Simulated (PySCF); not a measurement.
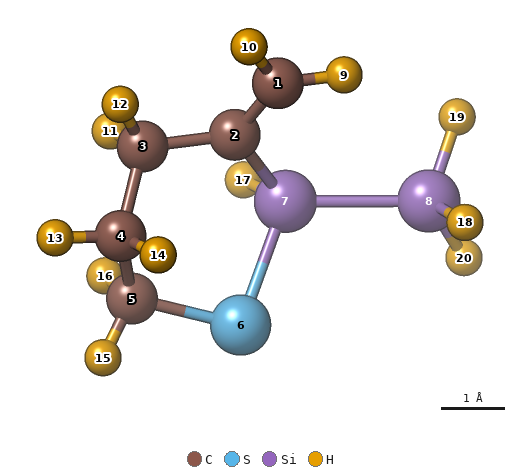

The structure as given in the input (ball-and-stick view, seen at a tilt; atoms are numbered from 1 in the order of the input). Bond lengths as drawn: C–C 1.33 to 1.53 Å, C–H 1.08 to 1.09 Å, C–S 1.83 Å, C–Si 1.89 Å, H–Si 1.46 to 1.48 Å, Si–Si 2.30 Å and S–Si 2.16 Å.

Run report: C₅H₁₂SSi₂, NMR shielding calculation

System: C₅H₁₂SSi₂.
Method: GIAO PBE0/pcSseg-1 NMR shielding, non-relativistic, gas phase (PySCF 2.14.0).

The geometry comes from this level: GFN2-xTB. It belongs to a series of runs on one base structure; here: S inserted into a C-Si bond. Figures and captions count atoms from 1; the log counts them from 0 in places.

The program's output:
```
coarse grid: 17744 points
cycle   1  E = -1174.1536518625  dE =  7.372e-01  |g| = 3.847e-01  |ddm| = 4.102e+00
cycle   2  E = -1174.1492301984  dE =  4.422e-03  |g| = 4.165e-01  |ddm| = 9.551e-01
cycle   3  E = -1174.1963024956  dE = -4.707e-02  |g| = 5.371e-02  |ddm| = 5.482e-01
cycle   4  E = -1174.1967409255  dE = -4.384e-04  |g| = 3.586e-02  |ddm| = 9.657e-02
cycle   5  E = -1174.1970492715  dE = -3.083e-04  |g| = 8.860e-03  |ddm| = 3.894e-02
cycle   6  E = -1174.1970699975  dE = -2.073e-05  |g| = 2.287e-03  |ddm| = 1.243e-02
cycle   7  E = -1174.1970712495  dE = -1.252e-06  |g| = 6.388e-04  |ddm| = 3.077e-03
final grid: 156104 points
cycle   8  E = -1174.2473807539  dE = -4.217e-05  |g| = 8.464e-03  |ddm| = 3.595e-02
cycle   9  E = -1174.2473675912  dE =  1.316e-05  |g| = 1.090e-02  |ddm| = 2.016e-02
cycle  10  E = -1174.2473987589  dE = -3.117e-05  |g| = 1.405e-03  |ddm| = 1.291e-02
cycle  11  E = -1174.2473992355  dE = -4.766e-07  |g| = 4.037e-04  |ddm| = 1.703e-03
cycle  12  E = -1174.2473992763  dE = -4.081e-08  |g| = 9.192e-05  |ddm| = 4.641e-04
cycle  13  E = -1174.2473992785  dE = -2.168e-09  |g| = 3.398e-05  |ddm| = 1.426e-04
cycle  14  E = -1174.2473992788  dE = -2.915e-10  |g| = 6.332e-06  |ddm| = 4.236e-05
```

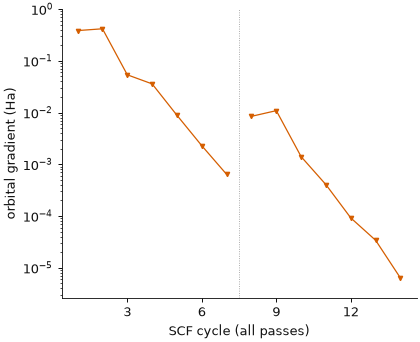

Convergence of the self-consistent field: orbital gradient against the SCF cycle. The dotted line marks the change from a coarse to the final integration grid. The first 7 cycles use a coarse grid, the final grid takes over at cycle 8, and the field converges after 14 cycles in all.

```
converged SCF energy = -1174.2473992788

GIAO shielding tensors (ppm)
atom      isotropic    diamagn.    paramagn.     s11        s22        s33       span
  0 C       55.548     252.855    -197.306    -50.722     74.998    142.370    193.093
  1 C       29.916     264.427    -234.511    -88.372     -2.180    180.301    268.674
  2 C      140.818     246.206    -105.388    131.433    140.209    150.812     19.379
  3 C      148.658     247.872     -99.214    139.187    150.804    155.984     16.797
  4 C      152.196     250.891     -98.694    140.664    154.293    161.632     20.967
  5 S      630.578    1058.427    -427.849    453.726    613.639    824.369    370.642
  6 Si     378.006     881.121    -503.114    351.750    375.572    406.697     54.947
  7 Si     468.828     880.049    -411.222    453.715    472.516    480.252     26.536
  8 H       26.317      32.091      -5.774     23.779     24.270     30.901      7.122
  9 H       25.899      31.310      -5.411     22.857     25.051     29.788      6.930
 10 H       29.260      30.853      -1.593     27.131     27.351     33.297      6.166
 11 H       29.141      31.716      -2.575     24.618     28.174     34.632     10.014
 12 H       29.590      29.386       0.204     23.905     28.091     36.774     12.869
 13 H       29.990      30.947      -0.958     27.263     28.738     33.969      6.707
 14 H       28.873      29.944      -1.072     22.368     27.513     36.737     14.369
 15 H       29.011      30.812      -1.800     24.188     27.867     34.979     10.791
 16 H       26.253      29.561      -3.309     23.449     24.414     30.895      7.446
 17 H       28.180      29.103      -0.923     24.767     26.360     33.414      8.647
 18 H       28.216      28.850      -0.634     24.730     25.939     33.980      9.250
 19 H       28.306      28.261       0.045     24.543     26.170     34.205      9.662
```

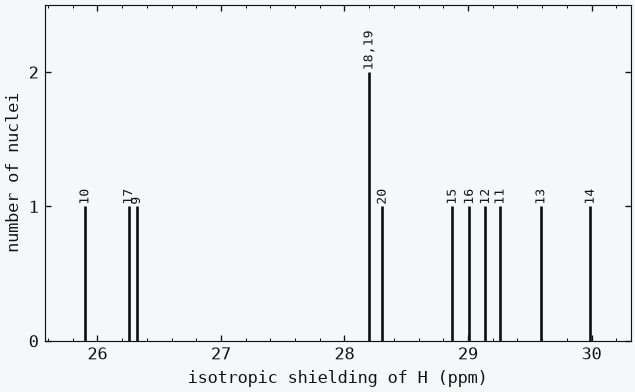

Isotropic shieldings of the hydrogen nuclei in this fixed geometry, labelled by atom number; shielding grows to the right, so chemical shift grows to the left. The least shielded is H10 (25.9 ppm), the most shielded H14 (30.0 ppm).

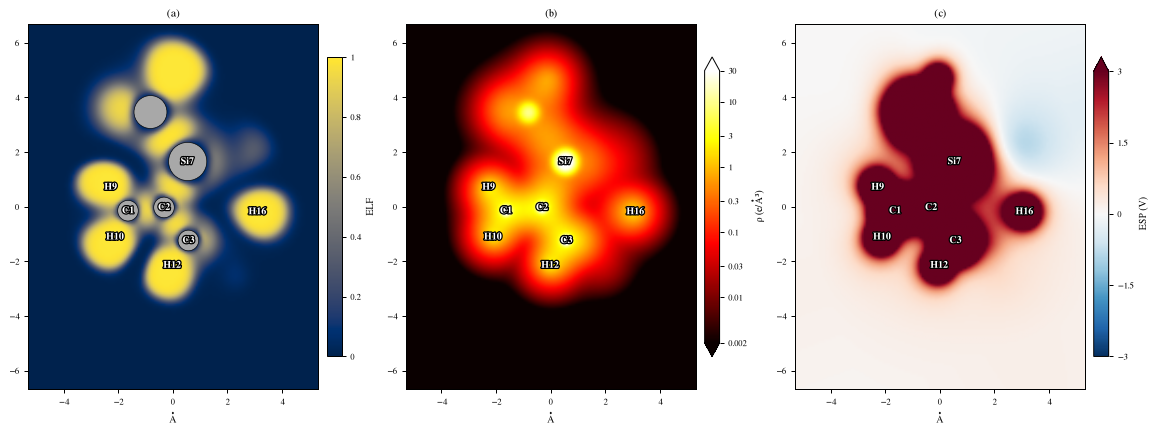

(a) electron localisation function; (b) total electron density; (c) molecular electrostatic potential on the plane of atoms C2, C3 and H12. Grey discs, where drawn, cover atomic cores. The plane passes through C, Si and H nuclei. C–C (1.33 Å): ρ at the midpoint is about 2.3 e/Å³; the ELF peaks at about 0.95 between the atoms (a multiple bond by its length, whose ELF region spreads away from the axis).

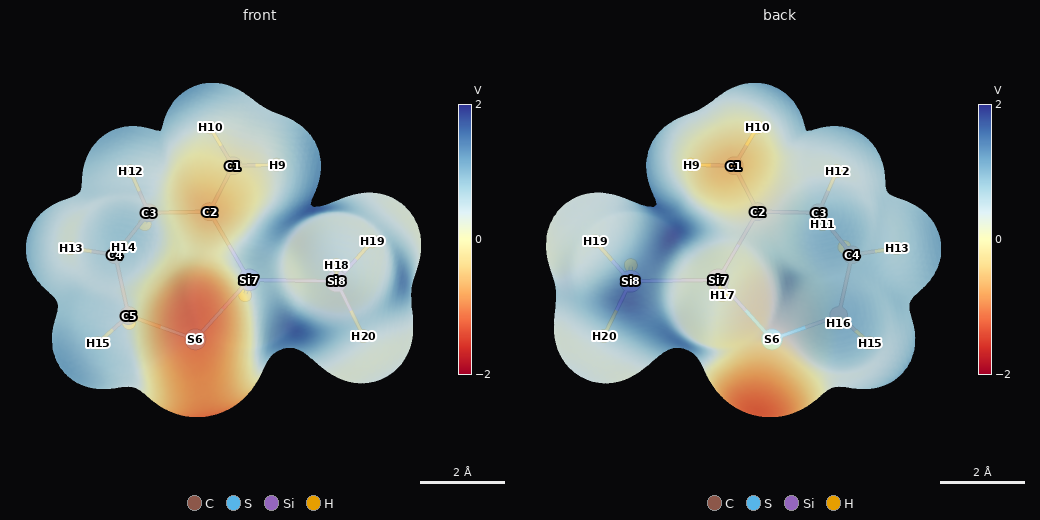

The molecular electrostatic potential painted on the density surface at 0.004 e/bohr³, seen face on and from behind; red is negative and blue positive.

This output came from the following input.

Input file:
```
{"job": {"kind": "nmr", "xc": "PBE0", "basis": "pcSseg-1"}, "charge": 0, "multiplicity": 1}
C      0.206674     2.148665    -0.339534
C     -0.121987     0.872001    -0.484527
C     -1.545298     0.456625    -0.730564
C     -2.097126    -0.419227     0.399338
C     -1.487557    -1.810641     0.448608
S      0.207179    -1.848499     1.125536
Si     1.142089    -0.526000    -0.308560
Si     3.212227     0.115934     0.471178
H      1.223294     2.455385    -0.153005
H     -0.522056     2.943477    -0.409277
H     -1.601790    -0.103754    -1.669084
H     -2.176794     1.343606    -0.829776
H     -3.176072    -0.531150     0.257394
H     -1.935959     0.079142     1.358249
H     -2.060591    -2.452845     1.116866
H     -1.462039    -2.266434    -0.541965
H      1.095435    -1.275694    -1.579258
H      3.157944     0.859648     1.729822
H      3.826340     0.990079    -0.530334
H      4.110939    -1.019639     0.665856
```

The first line tells a small driver script what to run in PySCF; the rest is the geometry in Å.

Run as:
```bash
OMP_NUM_THREADS=1 python <driver script> task.json out
```

Key numbers:

- outcome: converged
- total energy: −1174.247399 hartree
- HOMO: −6.62 eV
- LUMO: −0.44 eV
- dipole moment: 1.98 D
- isotropic shielding, C: 29.9 to 152.2 ppm
- isotropic shielding, S: 630.6 ppm
- isotropic shielding, Si: 378.0 to 468.8 ppm
- isotropic shielding, H: 25.9 to 30.0 ppm
- hardware: 1 CPU thread, shared host
- wall time: 51 s
- peak memory: 1.1 GiB
